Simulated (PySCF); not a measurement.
## A study: B3H6N3, SMILES `B1NBNBN1`

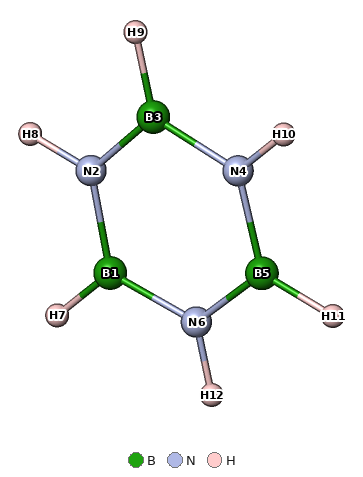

The molecule, with its atoms numbered as below. No frequency check shows the geometry to be a minimum.

Cartesian coordinates (Å):

```
B1       1.3861   -0.3849    0.0000
N2       0.3488   -1.3501    0.0000
B3      -1.0264   -1.0079    0.0000
N4      -1.3436    0.3730    0.0000
B5      -0.3597    1.3928    0.0000
N6       0.9949    0.9771    0.0000
H7       2.5185   -0.6993    0.0000
H8       0.6010   -2.3265    0.0000
H9      -1.8648   -1.8314    0.0000
H10     -2.3153    0.6428    0.0000
H11     -0.6536    2.5307    0.0000
H12      1.7143    1.6837    0.0000
```

## 1. Bonding charge

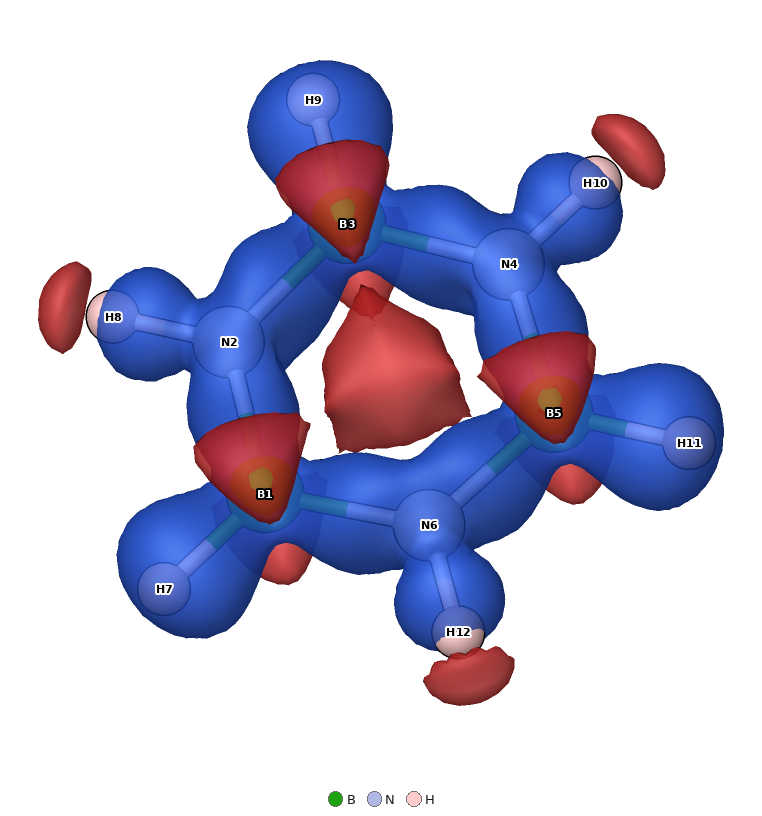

Deformation density (molecule less spherical, spin-averaged free atoms at the same positions), surfaces at ±0.1 e/Å³; blue: gain, red: loss.

Level of theory: HF/def2-SVPD (PySCF), at a geometry from GFN2-xTB.

**Describe the bonding that the map shows.**

N6–H12, N2–H8 and N4–H10: +0.74 e/Å³ at the bond critical point (bond length 1.01 Å). B1–H7, B3–H9 and B5–H11: +0.48 e/Å³ at the bond critical point (bond length 1.18 Å). B3–N4, B1–N2, B5–N6, B1–N6 and 2 more like them: +0.43 e/Å³ at the bond critical point (bond length 1.42 Å). In all, 3.1 electrons gather in the regions of gain relative to the promolecule.

## 2. Bond critical points

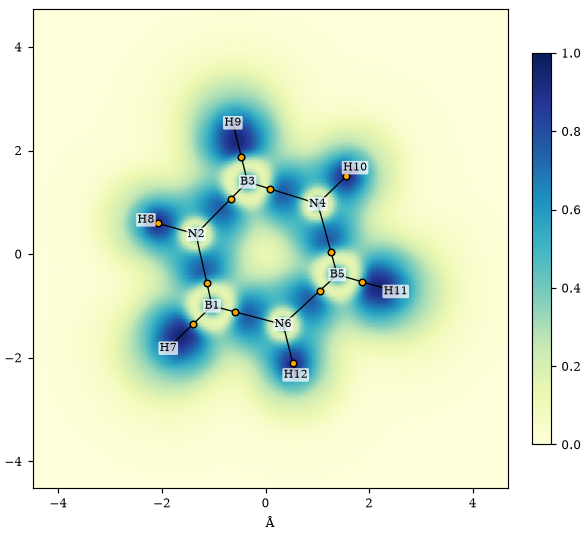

Localised orbital locator (LOL) in the molecular plane, with bond paths and bond critical points (dots).

**What values does LOL take at the bond critical points in this plane?**

N6–H12, N2–H8 and N4–H10: about 0.91; B1–H7, B3–H9 and B5–H11: about 0.50; B3–N4, B1–N2, B5–N6, B1–N6 and 2 more like them: about 0.37. Values above 0.5 mark slow, localised electrons, as in shared pairs; low values at a critical point mark a polar or closed-shell contact whose critical point lies between the shells.

**Where along N6–H12 does the critical point lie?**

0.76 Å from N6 and 0.24 Å from H12.

## 3. Local ionisation energy

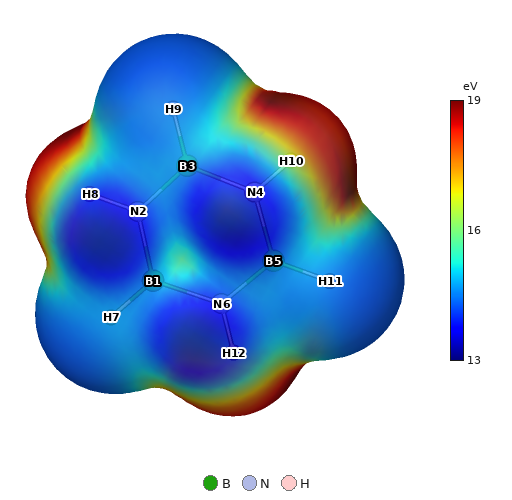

Average local ionisation energy on the surface of electron density 0.001 a.u.

**Locate the minima of the map.**

The lowest value is 13.1 eV, off the molecular plane, over N4 (2.0 Å), and at like points elsewhere. For comparison, the highest occupied orbital lies at −11.2 eV.

## 4. In an electric field

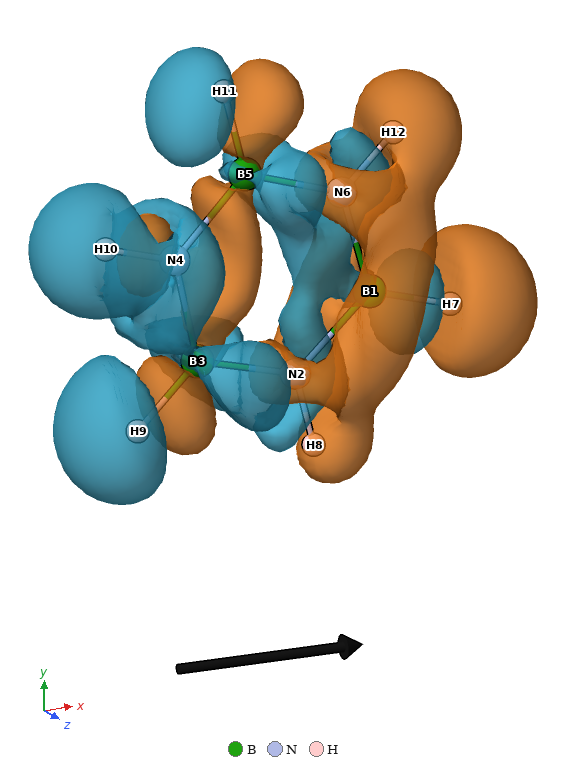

Change of the electron density in a uniform field of 0.51 V/Å along +x (arrow), surfaces at ±0.003 e/Å³ (light blue: gain, orange: loss).

Level of theory: BLYP/cc-pVDZ (PySCF), at a geometry from GFN2-xTB. A basis without diffuse functions makes polarisabilities too small.

The field was applied in both directions; the picture shows the one opposite to the script's first.

**What dipole is induced, and what polarisability does it imply?**

The induced dipole is 1.68 D (along the field); α along this axis, from the fields in both directions, is 66 bohr³ (9.8 Å³).

## 5. The π system

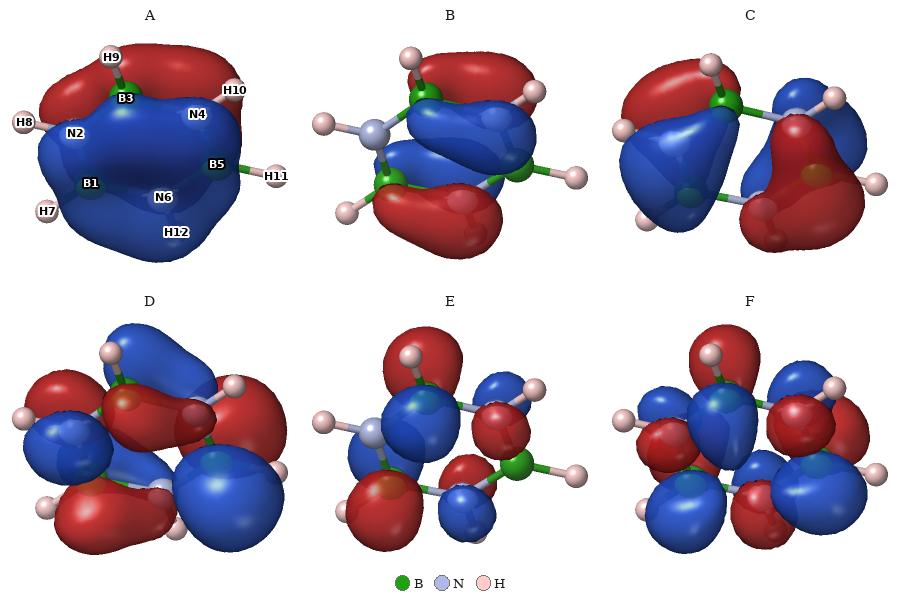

Natural orbitals of the π active space, CASSCF(6,6), triplet state at the geometry of the singlet, in order of falling occupation.

Method: def2-SVP basis; geometry: GFN2-xTB; program: PySCF.

**What are the natural occupation numbers?**

A 1.92, B 1.88, C 1.09, D 0.91, E 0.11, F 0.08.

**Where does the lowest triplet lie relative to the singlet, at this geometry and within this active space?**

6.86 eV above it by strongly contracted NEVPT2 (+6.99 eV by CASSCF); a small basis tends to put such gaps a few tenths of an eV too high. This is a vertical energy for π states alone; a state that uses lone pairs or σ orbitals may lie lower.

The PySCF runs shown took 2.8 s, 37 s and 120 s on 1 thread of Arm Neoverse V2, with other jobs on the host.
